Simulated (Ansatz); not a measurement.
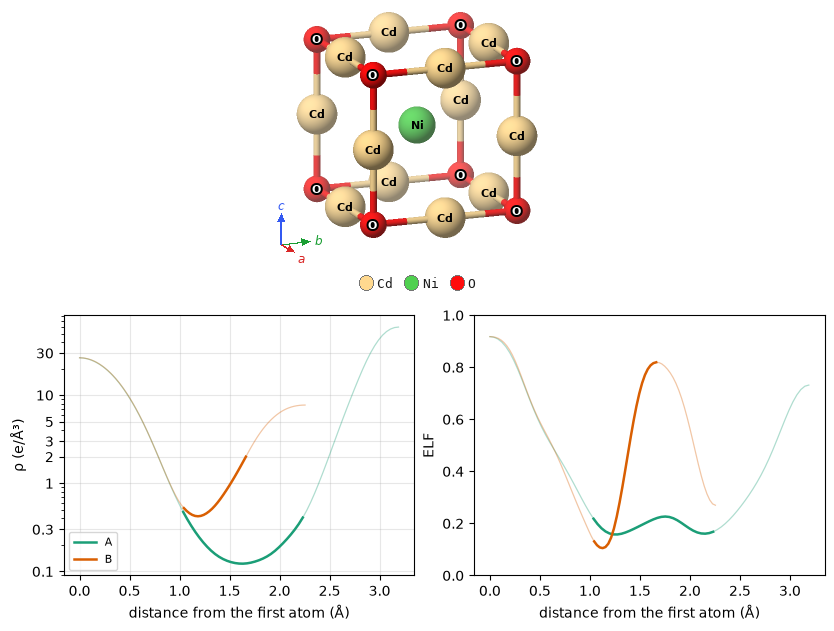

Cd3NiO. Valence charge density (pseudo) and ELF along straight lines between neighbouring atoms. Thin, pale parts lie inside the atomic spheres. The structure is drawn too.

Space group Pm-3m; a structure generated by program, which may or may not match a known phase; computed without spin polarisation.

Theory: DFT PBE, scalar-relativistic, plane waves, PAW (Ansatz).

The density is the valence pseudo-density of a PAW calculation; it isn't the true density close to the nuclei.

Which curve belongs to which contact (Cd–Ni and Cd–O)? The first atom named is at distance zero.

Answer. Curve A: Cd–Ni (3.19 Å): the density is about 0.12 e/Å³ at the midpoint; the ELF is about 0.20 at the midpoint (no shared electron pair shows on this line). Curve B: Cd–O (2.26 Å): the density is about 0.44 e/Å³ at the midpoint; the ELF peaks at about 0.80 in the valence shell of O, 0.6 Å from its nucleus, and drops to about 0.10 between the two atoms: no shared electron pair shows on this line.
